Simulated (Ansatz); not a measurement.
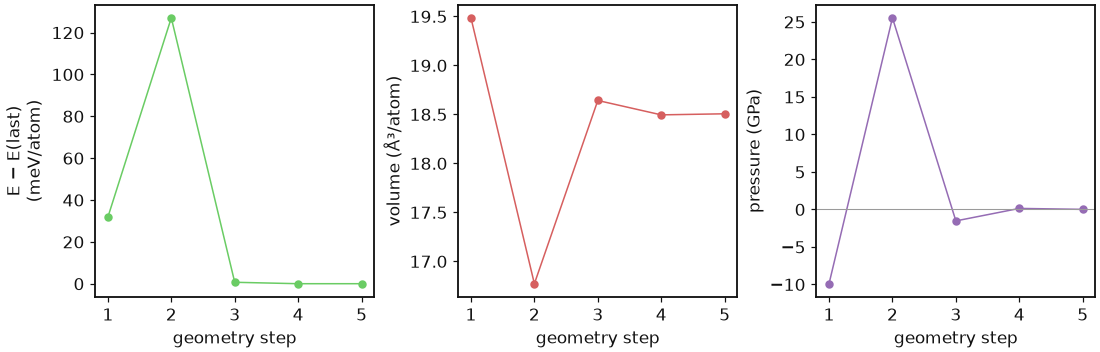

History of a geometry optimisation. Atoms and cell relax. A closing SCF on a freshly chosen basis isn't drawn.

```
crystal:
  lattice:
    - [0.0, 3.0803026659, 3.0803026659]
    - [3.0803026659, 0.0, 3.0803026659]
    - [3.0803026659, 3.0803026659, 0.0]
  atoms:
    - { symbol: Ta, position: [0.75, 0.75, 0.75] }
    - { symbol: Ta, position: [0.25, 0.25, 0.25] }
    - { symbol: Ru, position: [0.0, 0.0, 0.0] }
kpoints:
  mp_grid: { grid: [14, 14, 14] }
hamiltonian:
  xc: lda
scf:
  occupations: { method: gaussian, width: 0.1 }
output:
  forces: true
  eigenvalues: true
  stress: true
relax:
  adjacent_minimum: "off"
  f_tol: 0.01
  max_steps: 80
  cell: { stress_tol: 0.05 }
```

Command:
```bash
ansatz run input.yaml --threads 1 --pin off --max-ram 2560MiB --backend cpu --events-out ev --progress --plain --runs-dir out
```

### How did it end, and what did it gain?

The optimisation met its thresholds at geometry 5, counting the start as the first. The energy fell by about 32 meV/atom from the first step to the last. Step 2 went uphill and was rejected by the line search. All forces vanish by symmetry, so only the cell moves.

### What happens to the cell?

The volume shrinks from 19.5 to 18.5 Å³ per atom (−5 %), overshooting to 16.8 at step 2, as the pressure goes from −9.9 GPa to about 0 GPa. The start was expanded.
